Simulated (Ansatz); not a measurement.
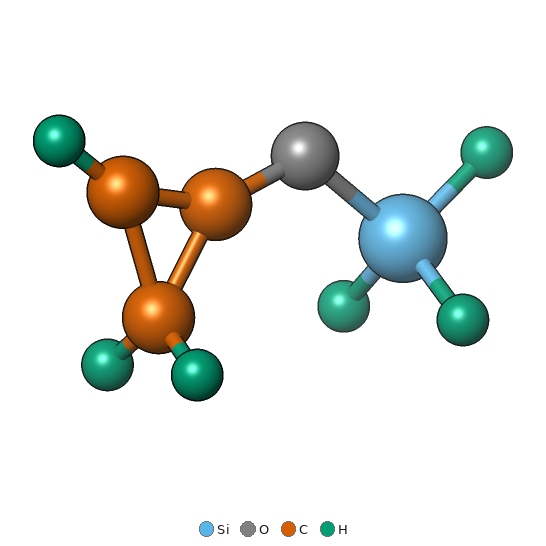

The geometry was computed by an optimisation with PBE0-D4/def2-TZVP. No frequency run is at hand to confirm it as a minimum.

Give the structural formula.

SMILES: [SiH3]OC1=CC1

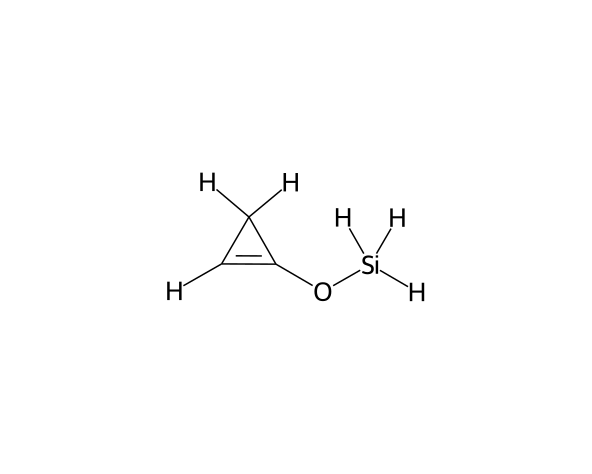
